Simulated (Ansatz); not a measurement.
# Thickness series in AlN

Base system: AlN in the zinc blende structure (space group F-43m, No. 216; a = 4.370 Å). Axes: x, y, z lie along the cube axes.

Free-standing slabs (2 atom(s) a layer) normal to [110] with 15 Å of vacuum; in-plane cell held at bulk.

Calculations: plane-wave PAW DFT at the r2SCAN level (Ansatz, a quantum-chemistry and plane-wave program, 500 eV), scalar-relativistic without spin-orbit coupling.

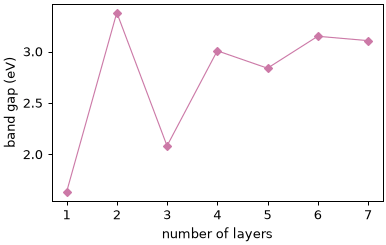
Figure: Band gap against number of layers

| number of layers | band gap |
|---|---|
| 1 | 1.63 eV |
| 2 | 3.38 eV |
| 3 | 2.08 eV |
| 4 | 3.01 eV |
| 5 | 2.84 eV |
| 6 | 3.15 eV |
| 7 | 3.11 eV |

Stability against distortions was not tested. This is not the structure that AlN has at room temperature and ambient pressure.
